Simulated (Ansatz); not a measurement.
**GaAs+ (quartet): one geometry, many settings at distance Ga1–As2 = 2.704 Å**

What do other methods and options give for GaAs+ (quartet) at this geometry, and how long do they take?

Method: the settings change from run to run; program: Ansatz 0.2.0, Gaussian basis.

18 further runs of the same task are left out: 1 for a known fault of the program, 15 that didn't finish, 2 set aside as unsound or not needed. Runs told in other sessions of the task aren't counted.

## (1) The geometry

The geometry derives from a PBE0/def2-TZVP stationary point (not a proven minimum). One bond is set to the value named and the two fragments are kept rigid. No spin-orbit coupling is included. The filled d shell of Ga, As may be among the frozen orbitals whatever the setting's name suggests.

2 atoms, charge 1, spin multiplicity 4.

Atoms are counted from 1 here; the program's logs count them from 0.

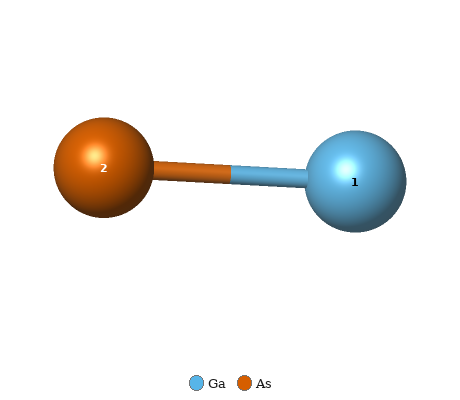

The structure; gallium blue, arsenic orange; atoms are numbered from 1 in the order of the file.

## (2) MRCISD+Q(3,5)/cc-pVDZ

Contents of in.yaml:

```yaml
crystal:
  periodic: [false, false, false]
  atoms:
    - {symbol: Ga, position_ang: [0.000000, 0.000000, 0.000000]}
    - {symbol: As, position_ang: [0.000000, 0.000000, 2.703500]}
basis:
  gaussian: {orbitals: cc-pVDZ}
total_charge: 1
magnetization: {spin_polarized: false, initial_magnetization: 3}
correlation: {method: fic_mrcisd_q, electrons: outside_noble_gas, active_space: {window: {electrons: 3, orbitals: 5}}}
scf: {lower_state_search: light}
```

Started as:

```sh
> ansatz run in.yaml --threads 1 --pin off --events-out ev --progress --plain --max-ram 2393MiB
```

What it wrote, cut to the lines that bear on the results:

```text
Functional definition: HF
  name "HF"
  cite "Fock, Z. Phys. 61, 126 (1930) doi:10.1007/BF01340294"
  parent pbe
[...]
650 factors; integrals over basis functions are off by at most 8.0e-4 eV
[...]
mean field -113121.90280628 eV, -4157.1532513510 hartree, gradient 2.1e-6 eV, S^2 3.750000; 0 other end points of the search recorded, 0 dependent functions left out
reference -113121.90280628 eV, -4157.1532513510 hartree; 33, 30 occupied and 21, 24 virtual orbitals, 650 factors
state -113122.00876079 eV, -4157.1571451074 hartree
contracted CI cycle   1: correlation 0.00000000 eV, 0.0000000000 hartree, residual 1.02e1 eV
contracted CI cycle   2: correlation -2.74690388 eV, -0.1009468558 hartree, residual 2.05e0 eV
contracted CI cycle   3: correlation -2.88472049 eV, -0.1060115226 hartree, residual 7.40e-1 eV
contracted CI cycle   4: correlation -2.90161083 eV, -0.1066322314 hartree, residual 2.48e-1 eV
contracted CI cycle   5: correlation -2.90344173 eV, -0.1066995156 hartree, residual 8.70e-2 eV
contracted CI cycle   6: correlation -2.90371344 eV, -0.1067095008 hartree, residual 3.38e-2 eV
contracted CI cycle   7: correlation -2.90375044 eV, -0.1067108604 hartree, residual 1.13e-2 eV
contracted CI cycle   8: correlation -2.90375442 eV, -0.1067110066 hartree, residual 4.31e-3 eV
contracted CI cycle   9: correlation -2.90375499 eV, -0.1067110276 hartree, residual 1.50e-3 eV
contracted CI cycle  10: correlation -2.90375506 eV, -0.1067110302 hartree, residual 4.90e-4 eV
contracted CI cycle  11: correlation -2.90375507 eV, -0.1067110305 hartree, residual 1.74e-4 eV
state -113122.00876079 eV, -4157.1571451074 hartree; corrected -113125.20297914 eV, -4157.2745304668 hartree
Total energy: -113125.20297914 eV, -4157.2745304668 hartree
```

Run time: 7 s. Hardware: 1 thread of Arm Neoverse V1, shared host.

From the report: 4 determinants; active occupations 1.00, 1.00, 1.00, 0.00, 0.00.

## (3) BCCD on UHF/def2-mTZVP

Contents of in.yaml:

```yaml
crystal:
  periodic: [false, false, false]
  atoms:
    - {symbol: Ga, position_ang: [0.000000, 0.000000, 0.000000]}
    - {symbol: As, position_ang: [0.000000, 0.000000, 2.703500]}
basis:
  gaussian: {orbitals: def2-mTZVP}
total_charge: 1
magnetization: {spin_polarized: true, initial_magnetization: 3}
correlation: {method: bccd, electrons: outside_noble_gas, diis_vectors: 1}
output: {forces: true}
```

The command is unchanged.

What it wrote, cut to the lines that bear on the results:

```text
Functional definition: HF
  name "HF"
  cite "Fock, Z. Phys. 61, 126 (1930) doi:10.1007/BF01340294"
  parent pbe
[...]
702 factors; integrals over basis functions are off by at most 5.8e-4 eV
[...]
mean field -113123.55523898 eV, -4157.2139771326 hartree, gradient 4.0e-6 eV, S^2 3.784283; 0 other end points of the search recorded, 0 dependent functions left out
28 core orbitals not correlated: weight in the atoms' cores, before any rotation towards them, 0.999 or more for the frozen orbitals, at most 0.001 for the correlated occupied ones
reference -113123.55523898 eV, -4157.2139771326 hartree; 5, 2 occupied and 39, 42 virtual orbitals, 702 factors
second order -2.46675526 eV of doubles, -0.00000000 eV of singles
cycle   1  -2.95382643 eV  change   -4.9e-1 eV  update   6.6e-2
[...]
cycle  17  -3.16037674 eV  change    1.6e-7 eV  update   6.4e-7
[...]
Total energy: -113126.71561571 eV, -4157.3301188355 hartree
Atom 0 at     0.000000     0.000000     0.000000 Å, force    -0.000000    -0.000000    -0.421024 eV/Å
Atom 1 at     0.000000     0.000000     2.703500 Å, force    -0.000000     0.000000     0.421024 eV/Å
Dipole moment:     0.000000     0.000000    -0.577875 e Å
```

Run time: 8 s. Hardware: 1 thread of Arm Neoverse V1, shared host; peak memory 0.25 GiB.

From the report: ⟨S²⟩ of the determinant 3.784 (pure quartet: 3.75); correlation -3.1604 eV; largest double amplitude 0.08.

## (4) MP2 on UHF/cc-pVDZ

Contents of in.yaml:

```yaml
crystal:
  periodic: [false, false, false]
  atoms:
    - {symbol: Ga, position_ang: [0.000000, 0.000000, 0.000000]}
    - {symbol: As, position_ang: [0.000000, 0.000000, 2.703500]}
basis:
  gaussian: {orbitals: cc-pVDZ}
total_charge: 1
magnetization: {spin_polarized: true, initial_magnetization: 3}
correlation: {method: mp2, electrons: outside_noble_gas}
```

Same command.

What it wrote:

```text
Functional definition: HF
  name "HF"
  cite "Fock, Z. Phys. 61, 126 (1930) doi:10.1007/BF01340294"
  parent pbe
  exchange = exact_x
  correlation = 0
650 factors; integrals over basis functions are off by at most 8.0e-4 eV
mean field evaluation 1: about -113121.0548 eV, gradient 8.4e0 eV
mean field evaluation 2: about -113121.0584 eV, gradient 8.4e0 eV
mean field evaluation 4: about -113121.9905 eV, gradient 1.1e0 eV
mean field evaluation 8: about -113122.0261 eV, gradient 5.2e-2 eV
mean field -113122.02618389 eV, -4157.1577853945 hartree, gradient 9.1e-7 eV, S^2 3.784195; 0 other end points of the search recorded, 0 dependent functions left out
28 core orbitals not correlated: weight in the atoms' cores, before any rotation towards them, 0.999 or more for the frozen orbitals, at most 0.000 for the correlated occupied ones
reference -113122.02618389 eV, -4157.1577853945 hartree; 5, 2 occupied and 21, 24 virtual orbitals, 650 factors
second order -2.32273464 eV of doubles, -0.00000000 eV of singles
Total energy: -113124.34891852 eV, -4157.2431443180 hartree
```

It took 1.3 s on 1 thread of Arm Neoverse V1, shared host.

From the report: ⟨S²⟩ of the determinant 3.784 (pure quartet: 3.75).

## (5) CCSD(T) on ROHF/cc-pVDZ

Contents of in.yaml:

```yaml
crystal:
  periodic: [false, false, false]
  atoms:
    - {symbol: Ga, position_ang: [0.000000, 0.000000, 0.000000]}
    - {symbol: As, position_ang: [0.000000, 0.000000, 2.703500]}
basis:
  gaussian: {orbitals: cc-pVDZ}
total_charge: 1
magnetization: {spin_polarized: false, initial_magnetization: 3}
correlation: {method: ccsd_t, electrons: outside_noble_gas}
scf: {lower_state_search: off}
```

The command is unchanged.

What it wrote, cut to the lines that bear on the results:

```text
Functional definition: HF
  name "HF"
  cite "Fock, Z. Phys. 61, 126 (1930) doi:10.1007/BF01340294"
  parent pbe
[...]
650 factors; integrals over basis functions are off by at most 8.0e-4 eV
[...]
mean field -113121.90280628 eV, -4157.1532513510 hartree, gradient 2.1e-6 eV, S^2 3.750000; 0 other end points of the search recorded, 0 dependent functions left out
28 core orbitals not correlated: weight in the atoms' cores, before any rotation towards them, 0.999 or more for the frozen orbitals, at most 0.001 for the correlated occupied ones
reference -113121.90280628 eV, -4157.1532513510 hartree; 5, 2 occupied and 21, 24 virtual orbitals, 650 factors
second order -2.39321103 eV of doubles, -0.03409281 eV of singles
cycle   1  -2.94139618 eV  change   -5.1e-1 eV  update   6.9e-2
[...]
cycle  11  -3.15853225 eV  change   -1.1e-6 eV  update   2.4e-6
perturbative correction -0.06678962 eV, -0.0024544732 hartree
Total energy: -113125.12812814 eV, -4157.2717797433 hartree
Checks for a lower state left out: stability, starts, cluster_reference, orbital_swaps, neighbouring_geometries, increment
```

Wall time 1.2 s (1 thread of Arm Neoverse V1, shared host).

From the report: correlation -3.2253 eV; T1 0.028; largest double amplitude 0.09.

## (6) CCSD(T) on UHF/cc-pVDZ

Contents of in.yaml:

```yaml
crystal:
  periodic: [false, false, false]
  atoms:
    - {symbol: Ga, position_ang: [0.000000, 0.000000, 0.000000]}
    - {symbol: As, position_ang: [0.000000, 0.000000, 2.703500]}
basis:
  gaussian: {orbitals: cc-pVDZ, fitting: {mean_field: def2-universal-jkfit}}
total_charge: 1
magnetization: {spin_polarized: true, initial_magnetization: 3}
correlation: {method: ccsd_t, electrons: outside_noble_gas}
scf: {lower_state_search: off}
output: {forces: true}
```

Same command.

What it wrote, cut to the lines that bear on the results:

```text
Functional definition: HF
  name "HF"
  cite "Fock, Z. Phys. 61, 126 (1930) doi:10.1007/BF01340294"
  parent pbe
[...]
532 factors; integrals over basis functions are off by at most 5.8e-2 eV
[...]
mean field -113122.02273684 eV, -4157.1576587179 hartree, gradient 1.3e-6 eV, S^2 3.784197; 0 other end points of the search recorded, 0 dependent functions left out
28 core orbitals not correlated: weight in the atoms' cores, before any rotation towards them, 0.999 or more for the frozen orbitals, at most 0.000 for the correlated occupied ones
reference -113122.02273684 eV, -4157.1576587179 hartree; 5, 2 occupied and 21, 24 virtual orbitals, 532 factors
second order -2.32279677 eV of doubles, -0.00000000 eV of singles
cycle   1  -2.82561433 eV  change   -5.0e-1 eV  update   6.8e-2
[...]
cycle  13  -3.05286428 eV  change    9.4e-7 eV  update   5.9e-7
perturbative correction -0.06531003 eV, -0.0024000993 hartree
[...]
Total energy: -113125.14091115 eV, -4157.2722495101 hartree
Atom 0 at     0.000000     0.000000     0.000000 Å, force    -0.000000     0.000000    -0.423391 eV/Å
Atom 1 at     0.000000     0.000000     2.703500 Å, force     0.000000    -0.000000     0.423391 eV/Å
Dipole moment:    -0.000000    -0.000000    -0.574402 e Å
Checks for a lower state left out: starts, cluster_reference, orbital_swaps, neighbouring_geometries, increment
```

Wall time 2 s (1 thread of Arm Neoverse V1, shared host).

From the report: ⟨S²⟩ of the determinant 3.784 (pure quartet: 3.75); correlation -3.1182 eV; T1 0.019; largest double amplitude 0.08.

## (7) CCSD(T) on UHF/cc-pVDZ

Contents of in.yaml:

```yaml
crystal:
  periodic: [false, false, false]
  atoms:
    - {symbol: Ga, position_ang: [0.000000, 0.000000, 0.000000]}
    - {symbol: As, position_ang: [0.000000, 0.000000, 2.703500]}
basis:
  gaussian: {orbitals: cc-pVDZ}
total_charge: 1
magnetization: {spin_polarized: true, initial_magnetization: 3}
correlation: {method: ccsd_t, electrons: outside_noble_gas, diis_vectors: 12}
accuracy: high
```

The command is unchanged.

What it wrote, cut to the lines that bear on the results:

```text
Functional definition: HF
  name "HF"
  cite "Fock, Z. Phys. 61, 126 (1930) doi:10.1007/BF01340294"
  parent pbe
[...]
1013 factors; integrals over basis functions are off by at most 4.5e-9 eV
[...]
mean field -113122.02622285 eV, -4157.1577868264 hartree, gradient 2.0e-8 eV, S^2 3.784194; 0 other end points of the search recorded, 0 dependent functions left out
28 core orbitals not correlated: weight in the atoms' cores, before any rotation towards them, 0.999 or more for the frozen orbitals, at most 0.000 for the correlated occupied ones
reference -113122.02622285 eV, -4157.1577868264 hartree; 5, 2 occupied and 21, 24 virtual orbitals, 1013 factors
second order -2.32273347 eV of doubles, -0.00000000 eV of singles
cycle   1  -2.82533082 eV  change   -5.0e-1 eV  update   6.8e-2
[...]
cycle  23  -3.05266615 eV  change  -7.0e-11 eV  update  3.2e-10
perturbative correction -0.06530160 eV, -0.0023997896 hartree
Total energy: -113125.14419060 eV, -4157.2723700277 hartree
```

Run time: 3.8 s. Hardware: 1 thread of Arm Neoverse V1, shared host.

From the report: ⟨S²⟩ of the determinant 3.784 (pure quartet: 3.75); correlation -3.1180 eV; T1 0.019; largest double amplitude 0.08.

## (8) CCSD/def2-SVPD

Contents of in.yaml:

```yaml
crystal:
  periodic: [false, false, false]
  atoms:
    - {symbol: Ga, position_ang: [0.000000, 0.000000, 0.000000]}
    - {symbol: As, position_ang: [0.000000, 0.000000, 2.703500]}
basis:
  gaussian: {orbitals: def2-SVPD}
total_charge: 1
magnetization: {spin_polarized: false, initial_magnetization: 3}
hamiltonian: {xc: {name: B3LYP}}
correlation: {method: ccsd, electrons: outside_noble_gas}
accuracy: high
output: {forces: true}
```

The command is unchanged.

What it wrote, cut to the lines that bear on the results:

```text
Functional definition: B3LYP
  name "B3LYP"
  cite "Stephens, Devlin, Chabalowski & Frisch, J. Phys. Chem. 98, 11623 (1994) doi:10.1021/j100096a001"
  cite "Becke, Phys. Rev. A 38, 3098 (1988) doi:10.1103/PhysRevA.38.3098"
  cite "Lee, Yang & Parr, Phys. Rev. B 37, 785 (1988) doi:10.1103/PhysRevB.37.785"
  cite "Vosko, Wilk & Nusair, Can. J. Phys. 58, 1200 (1980) doi:10.1139/p80-159"
[...]
1254 factors; integrals over basis functions are off by at most 4.8e-9 eV
[...]
mean field -113199.07125058 eV, -4159.9891393724 hartree, gradient 4.5e-8 eV, S^2 3.750000; 0 other end points of the search recorded, 0 dependent functions left out
[...]
28 core orbitals not correlated: weight in the atoms' cores, before any rotation towards them, 0.999 or more for the frozen orbitals, at most 0.000 for the correlated occupied ones
reference -113108.65217841 eV, -4156.6662997587 hartree; 5, 2 occupied and 43, 46 virtual orbitals, 1254 factors
second order -2.61588613 eV of doubles, -0.19581688 eV of singles
cycle   1  -3.28023168 eV  change   -4.7e-1 eV  update   6.4e-2
[...]
cycle  23  -3.47049427 eV  change   4.2e-10 eV  update  4.2e-10
[...]
Total energy: -113112.12267268 eV, -4156.7938380707 hartree
Atom 0 at     0.000000     0.000000     0.000000 Å, force    -0.000000    -0.000000    -0.485902 eV/Å
Atom 1 at     0.000000     0.000000     2.703500 Å, force    -0.000000    -0.000000     0.485902 eV/Å
Dipole moment:     0.000000     0.000000    -0.554034 e Å
```

It took 30 s on 1 thread of Arm Neoverse V1, shared host; peak memory 0.35 GiB.

From the report: correlation -3.4705 eV; T1 0.029; largest double amplitude 0.08. The orbitals are Kohn-Sham ones, so correlation energy and T1 don't compare with those on Hartree-Fock orbitals.

## (9) BCCD(T) on UHF/cc-pVDZ

Contents of in.yaml:

```yaml
crystal:
  periodic: [false, false, false]
  atoms:
    - {symbol: Ga, position_ang: [0.000000, 0.000000, 0.000000]}
    - {symbol: As, position_ang: [0.000000, 0.000000, 2.703500]}
basis:
  gaussian: {orbitals: cc-pVDZ}
total_charge: 1
magnetization: {spin_polarized: true, initial_magnetization: 3}
correlation: {method: bccd_t, electrons: valence}
```

The command is unchanged.

What it wrote, cut to the lines that bear on the results:

```text
Functional definition: HF
  name "HF"
  cite "Fock, Z. Phys. 61, 126 (1930) doi:10.1007/BF01340294"
  parent pbe
[...]
650 factors; integrals over basis functions are off by at most 8.0e-4 eV
[...]
mean field -113122.02618389 eV, -4157.1577853945 hartree, gradient 9.1e-7 eV, S^2 3.784195; 0 other end points of the search recorded, 0 dependent functions left out
18 core orbitals not correlated: weight in the atoms' cores, before any rotation towards them, 1.000 or more for the frozen orbitals, at most 0.000 for the correlated occupied ones
reference -113122.02618389 eV, -4157.1577853945 hartree; 15, 12 occupied and 21, 24 virtual orbitals, 650 factors
second order -3.16625383 eV of doubles, -0.00000000 eV of singles
cycle   1  -3.65383816 eV  change   -4.9e-1 eV  update   7.1e-2
[...]
cycle  10  -3.89805561 eV  change   -4.6e-6 eV  update   1.6e-5
perturbative correction -0.12758858 eV, -0.0046887939 hartree
Total energy: -113126.05182807 eV, -4157.3057250897 hartree
```

Wall time 3.7 s (1 thread of Arm Neoverse V1, shared host).

From the report: ⟨S²⟩ of the determinant 3.784 (pure quartet: 3.75); correlation -4.0256 eV; largest double amplitude 0.08.

## (10) CCSD on UHF/cc-pVDZ

Edit in.yaml of step 9 so:

```diff
@@ -9,2 +9,4 @@
 magnetization: {spin_polarized: true, initial_magnetization: 3}
-correlation: {method: bccd_t, electrons: valence}
+correlation: {method: ccsd, electrons: valence}
+scf: {lower_state_search: light}
+output: {forces: true}
```

Launched as before.

What it wrote, cut to the lines that bear on the results:

```text
Functional definition: HF
  name "HF"
  cite "Fock, Z. Phys. 61, 126 (1930) doi:10.1007/BF01340294"
  parent pbe
[...]
650 factors; integrals over basis functions are off by at most 8.0e-4 eV
[...]
mean field -113122.02618389 eV, -4157.1577853945 hartree, gradient 9.1e-7 eV, S^2 3.784195; 0 other end points of the search recorded, 0 dependent functions left out
18 core orbitals not correlated: weight in the atoms' cores, before any rotation towards them, 1.000 or more for the frozen orbitals, at most 0.000 for the correlated occupied ones
reference -113122.02618389 eV, -4157.1577853945 hartree; 15, 12 occupied and 21, 24 virtual orbitals, 650 factors
second order -3.16625383 eV of doubles, -0.00000000 eV of singles
cycle   1  -3.64627649 eV  change   -4.8e-1 eV  update   7.1e-2
[...]
cycle  13  -3.90646576 eV  change    1.5e-6 eV  update   9.1e-7
[...]
Total energy: -113125.93264964 eV, -4157.3013453631 hartree
Atom 0 at     0.000000     0.000000     0.000000 Å, force     0.000000     0.000000    -0.410718 eV/Å
Atom 1 at     0.000000     0.000000     2.703500 Å, force     0.000000     0.000000     0.410718 eV/Å
Dipole moment:    -0.000000    -0.000000    -0.582965 e Å
```

It took 7.5 s on 1 thread of Arm Neoverse V1, shared host.

From the report: ⟨S²⟩ of the determinant 3.784 (pure quartet: 3.75); correlation -3.9065 eV; T1 0.010; largest double amplitude 0.08.

## (11) All runs side by side

Where basis and cores are those of an earlier FCI/cc-pVDZ run (-113125.1506 eV), and the records show the same count of frozen orbitals and kind of state, the miss against it is given; a blank cell means that this couldn't be shown.

| level | correlated | functions | energy (eV) | from FCI (meV) | time |
| --- | --- | --- | --- | --- | --- |
| MRCISD+Q(3,5)/cc-pVDZ | outside noble gas | 54 | -113125.2030 | -52.4 | 7 s |
| BCCD on UHF/def2-mTZVP | outside noble gas | 72 | -113126.7156 |  | 8 s |
| MP2 on UHF/cc-pVDZ | outside noble gas | 54 | -113124.3489 | 801.7 | 1.3 s |
| CCSD(T) on ROHF/cc-pVDZ | outside noble gas | 54 | -113125.1281 | 22.5 | 1.2 s |
| CCSD(T) on UHF/cc-pVDZ | outside noble gas | 54 | -113125.1409 | 9.7 | 2 s |
| CCSD(T) on UHF/cc-pVDZ | outside noble gas | 54 | -113125.1442 | 6.4 | 3.8 s |
| CCSD/def2-SVPD (on B3LYP orbitals) | outside noble gas | 76 | -113112.1227 |  | 30 s |
| BCCD(T) on UHF/cc-pVDZ | valence | 54 | -113126.0518 |  | 3.7 s |
| CCSD on UHF/cc-pVDZ | valence | 54 | -113125.9326 |  | 7.5 s |

## (12) What came out

| quantity | value |
| --- | --- |
| runs | 9 |
| quickest | CCSD(T) on ROHF/cc-pVDZ, 1.2 s |
| slowest | CCSD/def2-SVPD (on B3LYP orbitals), 30 s |

**Reading.** Total energies in different bases, with other cores or another treatment of relativity can't be set against each other. «valence» and «outside noble gas» are the program's key words; the logs give how many orbitals each freezes, and for Ga to Kr the 3d shell needn't follow the word's plain sense. CCSD/def2-SVPD (on B3LYP orbitals) took 25 times as long as CCSD(T) on ROHF/cc-pVDZ; the jobs differ in more than the method. Among the correlated runs with a miss given, it spans -52 to +802 meV.
